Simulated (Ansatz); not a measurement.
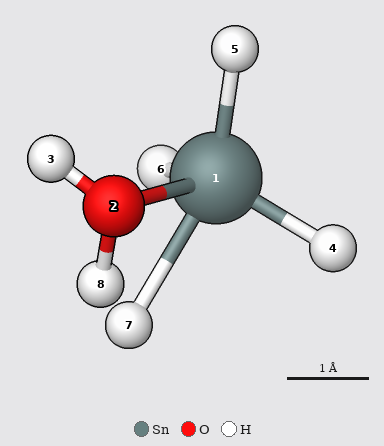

Fig. 1: The structure (ball-and-stick view, seen at a tilt; atoms are numbered from 1 in the order of the input). Sticks mark near contacts. Bond lengths as drawn: H–O 0.98 to 1.22 Å, H–Sn 1.71 to 2.14 Å and O–Sn 2.18 Å.

Run report: SnH6O, frequency calculation

SnH6O, computed with RKS LDA/def2-mTZVP (Ansatz 0.2.0).

It belongs to a series of runs on one base structure; here: vibrations at the highest image of the band. Figures and captions count atoms from 1; the log counts them from 0 in places.

**Input file**
```yaml
crystal:
  periodic: [false, false, false]
  atoms:
    - { symbol: Sn, position_ang: [0.064931, -0.172695, -0.11241] }
    - { symbol: O, position_ang: [0.158382, -0.029511, 2.058327] }
    - { symbol: H, position_ang: [-0.713025, -0.084102, 2.509902] }
    - { symbol: H, position_ang: [1.575065, 0.197693, -0.815824] }
    - { symbol: H, position_ang: [-0.927258, 1.24405, -0.08757] }
    - { symbol: H, position_ang: [-0.83429, -1.429991, -0.851655] }
    - { symbol: H, position_ang: [0.998307, -1.739507, 1.004493] }
    - { symbol: H, position_ang: [0.644287, -1.113337, 1.793535] }
basis:
  gaussian: { orbitals: def2-mTZVP }
hamiltonian:
  xc: lda
phonons: {}
```

Hardware: 1 thread of AMD EPYC (Zen 3), 192 GiB of memory available, shared host.

Run as:
```bash
ansatz run input.yaml --threads 1 --pin off --max-ram 2048MiB --backend cpu --events-out ev --progress --plain --runs-dir out
```

**What the program printed**
```
Engine: ansatz 0.2.0, x86_64-unknown-linux-gnu
Functional definition: SPW92
  exchange = slater_x
  correlation = pw_c
793 factors; their error is unknown
mean field evaluation 1: about -7942.5590 eV, gradient 6.2e1 eV
mean field evaluation 2: about -7883.2310 eV, gradient 1.7e2 eV
mean field evaluation 4: about -7948.8506 eV, gradient 8.4e0 eV
mean field evaluation 8: about -7949.0425 eV, gradient 1.5e-1 eV
mean field evaluation 16: about -7949.0302 eV, gradient 6.6e-5 eV
mean field -7949.03019625 eV, -292.1214716661 hartree, gradient 1.0e-5 eV, S^2 0.000000; 0 other end points of the search recorded, 0 dependent functions left out
the calculation of the forces begins
reference -7949.03024370 eV, -292.1214734098 hartree; 18, 18 occupied and 60, 60 virtual orbitals, 793 factors
these checks for a lower state are left out or cut short: stability, starts, cluster_reference, orbital_swaps, neighbouring_geometries, increment
793 factors; their error is unknown
mean field -7949.03012813 eV, -292.1214691627 hartree, gradient 2.2e-6 eV, S^2 0.000000; 0 other end points of the search recorded, 0 dependent functions left out
[... from here on the field's lines of each further geometry are left out, up to the last ...]
the calculation of the forces begins
reference -7949.03023319 eV, -292.1214730237 hartree; 18, 18 occupied and 60, 60 virtual orbitals, 793 factors
these checks for a lower state are left out or cut short: stability, starts, cluster_reference, orbital_swaps, neighbouring_geometries, increment
793 factors; their error is unknown
mean field -7949.03018097 eV, -292.1214711043 hartree, gradient 1.9e-6 eV, S^2 0.000000; 0 other end points of the search recorded, 0 dependent functions left out
the calculation of the forces begins
reference -7949.03022840 eV, -292.1214728476 hartree; 18, 18 occupied and 60, 60 virtual orbitals, 793 factors
WARN: phonons: modes at or below zero, which the zero-point energy, F, S and C_V leave out: 1, the lowest at -1168.20 cm⁻¹. A minimum has none, and a first-order saddle one
Total energy: -7949.03024370 eV, -292.1214734098 hartree
Atom 0 at     0.064931    -0.172695    -0.112410 Å, force     0.000336    -0.000029     0.002041 eV/Å
Atom 1 at     0.158382    -0.029511     2.058327 Å, force     0.001613    -0.002156    -0.003007 eV/Å
Atom 2 at    -0.713025    -0.084102     2.509902 Å, force    -0.000326    -0.000418     0.000038 eV/Å
Atom 3 at     1.575065     0.197693    -0.815824 Å, force    -0.000383    -0.000038     0.000218 eV/Å
Atom 4 at    -0.927258     1.244050    -0.087570 Å, force    -0.000150     0.000234    -0.000052 eV/Å
Atom 5 at    -0.834290    -1.429991    -0.851655 Å, force     0.000104     0.000279     0.000245 eV/Å
Atom 6 at     0.998307    -1.739507     1.004493 Å, force     0.000717    -0.001205    -0.000432 eV/Å
Atom 7 at     0.644287    -1.113337     1.793535 Å, force    -0.001910     0.003332     0.000949 eV/Å
Dipole moment:    -0.306598     0.039717    -0.020456 e Å
Vibrations: -1168.20 161.40 402.93 447.61 538.28 629.47 633.22 685.74 726.27 785.65 793.90 1295.99 1509.59 1667.29 1836.76 1882.37 1922.38 3636.64 cm⁻¹, zero-point energy 1.212286 eV
```

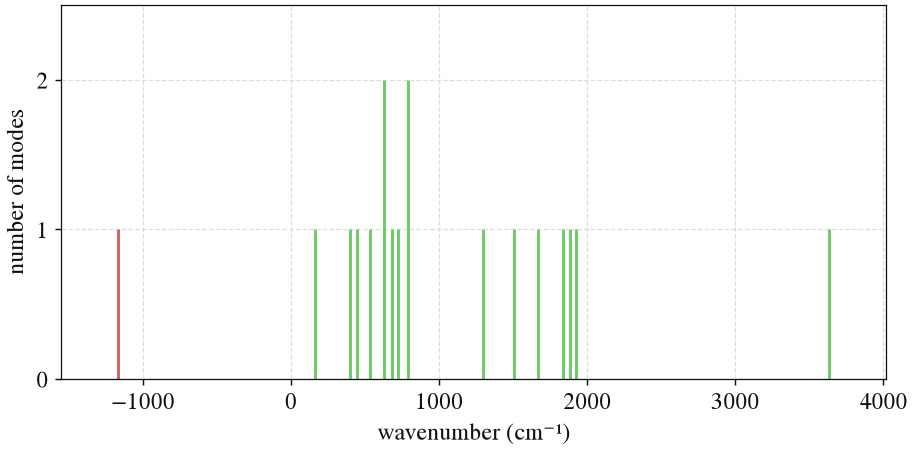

Fig. 2: Harmonic vibrational wavenumbers from the force constants; neighbouring modes closer than 22 cm⁻¹ are counted in one stick, and imaginary ones are drawn at negative wavenumbers. 18 modes from 1168i to 3637 cm⁻¹, 1 imaginary beyond 8i (1168i cm⁻¹): a first-order saddle point, if the geometry is stationary.

**Key numbers**

| quantity | value |
| --- | --- |
| outcome | converged |
| total energy | −7949.0302 eV |
| mean-field energy | −7949.0302 eV |
| largest force (length of the vector) | 0.004 eV/Å |
| wall time | 37 s |
| peak memory | 0.12 GiB |
